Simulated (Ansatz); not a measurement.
CH₆BClO: several calculations on one system

**1. Relaxation**

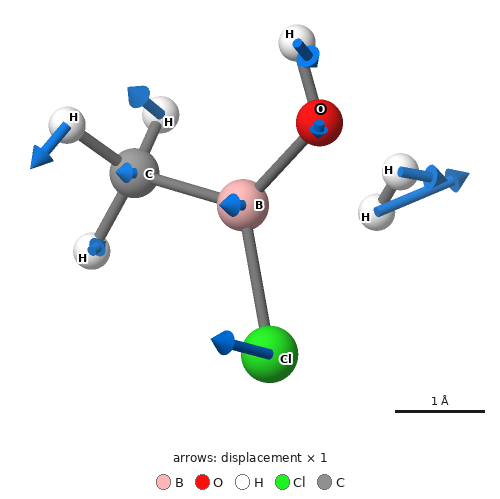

A relaxation of CH$_{6}$BClO. The starting structure is drawn; blue arrows show the displacements, at their true length. The two geometries are superimposed by the best rigid fit.

Style: ball-and-stick. Shown face on.

The run prepares an end point of a later path (reaction) calculation, from a guessed geometry.

Computed with Ansatz, RKS B3LYP-D4/6-31G*.

Input file:
```yaml
crystal:
  periodic: [false, false, false]
  atoms:
    - { symbol: B, position_ang: [-0.024886, -0.280788, 0.10038] }
    - { symbol: O, position_ang: [0.026599, -0.45644, 1.469202] }
    - { symbol: H, position_ang: [-0.860501, -0.406057, 1.856881] }
    - { symbol: Cl, position_ang: [1.539034, -0.471376, -0.731045] }
    - { symbol: C, position_ang: [-1.349141, -0.029187, -0.71211] }
    - { symbol: H, position_ang: [-1.982672, -0.922888, -0.683464] }
    - { symbol: H, position_ang: [-1.937553, 0.783238, -0.279948] }
    - { symbol: H, position_ang: [-1.165145, 0.206337, -1.760326] }
    - { symbol: H, position_ang: [0.261651, 2.06454, 0.538292] }
    - { symbol: H, position_ang: [0.265315, 1.730622, 1.162037] }
basis:
  gaussian: { orbitals: "6-31G*" }
hamiltonian:
  xc: b3lyp
  dispersion: d4
relax:
  f_tol: 0.03
  max_steps: 50
```

Command:
```bash
ansatz run input.yaml --threads 1 --pin off --max-ram 2048MiB --backend cpu --events-out ev --progress --plain --runs-dir out
```

What did the optimiser do to the structure, and how much energy did it gain?

Answer. The energy falls by 6.28 kcal/mol in 18 accepted moves (22 points after the start). The largest force component goes from 1.2 to 0.016 eV/Å. The line search rejected the trial steps at points 7, 10, 15, 21 of the run. The forces were under the threshold at step 19, but the run went on from there. H9 moves most after the best rigid fit: 1.28 Å. By element the largest moves are H 1.28 Å, Cl 0.96 Å, B 0.35 Å, C 0.27 Å, O 0.22 Å. Near-neighbour distances that change, for instance: H9–H10 0.708 → 0.743 Å, B1–O2 1.381 → 1.355 Å, B1–Cl4 1.781 → 1.786 Å, C5–H7 1.092 → 1.097 Å. Among the angles between lasting bonds that change: B1–C5–H8 112.9° → 110.1°, B1–C5–H7 111.6° → 113.8°. Groups turn about B1–C5 by about 50°.

Limits of the set-up: the start holds two separate molecules, 2.2 Å apart at their closest, whose relative position is a soft coordinate.

**2. Relaxation**

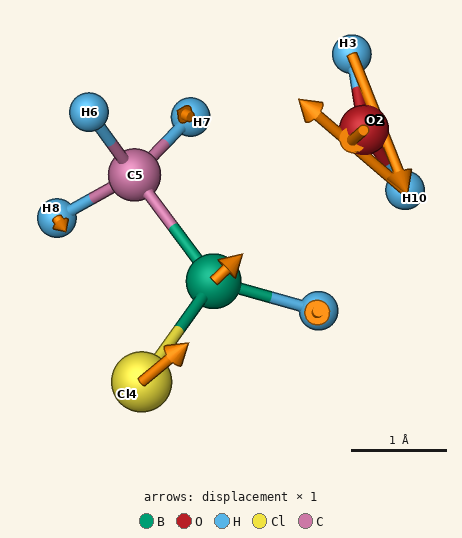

This is a relaxation of CH₆BClO. The starting structure is drawn; orange arrows show the displacements, at their true length. The two geometries are superimposed by the best rigid fit.

A ball-and-stick model, seen at a tilt.

The run prepares an end point of a later path (reaction) calculation, from a guessed geometry.

These are results of RKS B3LYP-D4/6-31G* in Ansatz 0.2.0, not measurements.

The input:
```yaml
crystal:
  periodic: [false, false, false]
  atoms:
    - { symbol: B, position_ang: [0.133521, 0.501376, -0.448069] }
    - { symbol: O, position_ang: [-0.063712, -0.066469, 2.087379] }
    - { symbol: H, position_ang: [-1.030302, -0.078787, 2.150874] }
    - { symbol: Cl, position_ang: [1.544742, -0.385692, -1.048758] }
    - { symbol: C, position_ang: [-1.313173, 0.056541, -0.847794] }
    - { symbol: H, position_ang: [-1.485732, -0.997097, -0.599256] }
    - { symbol: H, position_ang: [-2.097269, 0.660497, -0.382265] }
    - { symbol: H, position_ang: [-1.438124, 0.134091, -1.935443] }
    - { symbol: H, position_ang: [0.378354, 1.52068, 0.122606] }
    - { symbol: H, position_ang: [0.144396, 0.87286, 1.860625] }
basis:
  gaussian: { orbitals: "6-31G*" }
hamiltonian:
  xc: b3lyp
  dispersion: d4
relax:
  f_tol: 0.03
  max_steps: 50
```

Run as
```bash
ansatz run input.yaml --threads 1 --pin off --max-ram 2048MiB --backend cpu --events-out ev --progress --plain --runs-dir out
```

Atoms of which element are displaced furthest, and by how much?

Hydrogen: up to 1.64 Å, against 0.72 Å for oxygen.

What did the optimiser do to the structure, and how much energy did it gain?

The largest move after the best rigid fit is that of H3, 1.64 Å. By element the largest moves are H 1.64 Å, O 0.72 Å, Cl 0.71 Å, B 0.43 Å, C 0.07 Å. Some distances before and after: B1–O2 2.606 → 1.716 Å, B1–Cl4 1.772 → 1.877 Å, B1–C5 1.565 → 1.583 Å, O2–H10 0.988 → 0.977 Å. Bond angles that change, for instance: Cl4–B1–C5 120.5° → 114.9°, Cl4–B1–H9 115.2° → 111.5°, C5–B1–H9 123.7° → 120.3°. After 27 accepted moves (31 points after the start) the energy has fallen by 43.0 kJ/mol. The largest force component goes from 0.8 to 0.0096 eV/Å. The line search rejected the trial steps at points 11, 17, 24, 26 of the run. Cost: 120 s on 1 thread of AMD EPYC 7R43 64-Core Processor (Zen 3), with other jobs on the host, peak memory 0.16 GiB.

**3. Path**

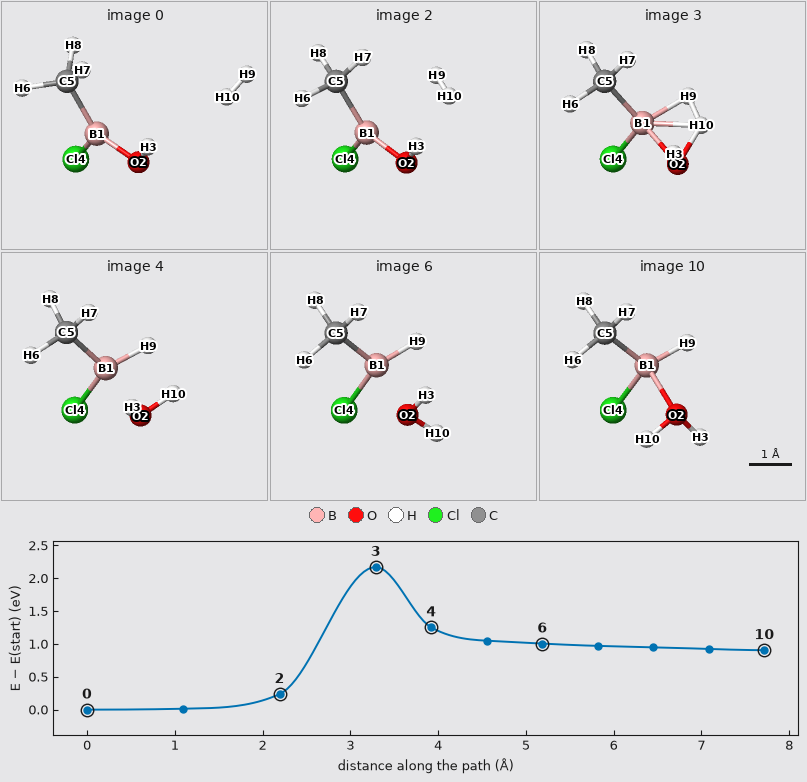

A nudged-elastic-band calculation for CH6BClO, made up at the start of CH4BClO and H2. Images are numbered from 0 (start) to 10 (end). The picture is a ball-and-stick view, seen at a tilt.

Theory: RKS B3LYP-D4/6-31G* (Ansatz). Run with 9 movable images; climbing image; force threshold 0.05 eV/Å; iteration limit 38; starting path through a guess of the saddle point.

Describe the mechanism and the energy profile.

Answer. Breaking: H9–H10 (0.74 → 1.03 at the top → 3.06 Å). Forming: B1–H9 (3.91 → 1.36 at the top → 1.20 Å), O2–H10 (2.67 → 1.27 at the top → 0.98 Å). Forward barrier 2.17 eV, backward barrier 1.27 eV, with image 3 at the top; the reaction energy is +0.91 eV. The band converged in 32 iterations. The largest component of the band force went from 1400 to 0.039 eV/Å. The climbing image converged on the top of the path. Its vibrational analysis gives one imaginary mode (1457i cm⁻¹), as a transition state must have.

Limits of the set-up: the start holds two separate molecules, 2.6 Å apart at their closest, whose relative position is a soft coordinate.

The run took 16 min on 1 thread of AMD EPYC 7R43 64-Core Processor (Zen 3), on a shared host, peak memory 0.16 GiB.
